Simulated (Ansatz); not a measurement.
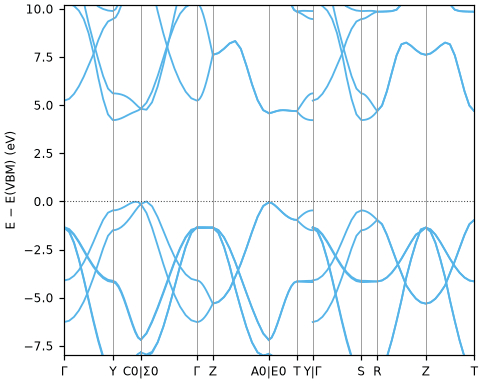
Figure: Band structure from DFT-PBE+D3(BJ) in the program Ansatz with PAW potentials

The gap is 4.22 eV; an edge lies off the plotted path or next to a special point (maximum off the standard path, minimum at Y).

The material is BN in space group P6_3/mmc (No. 194; B on 2d, N on 2c).

The cell was relaxed with PBE+D3(BJ) under the symmetry of its start.

Potentials: the earlier of the program's two PAW sets.
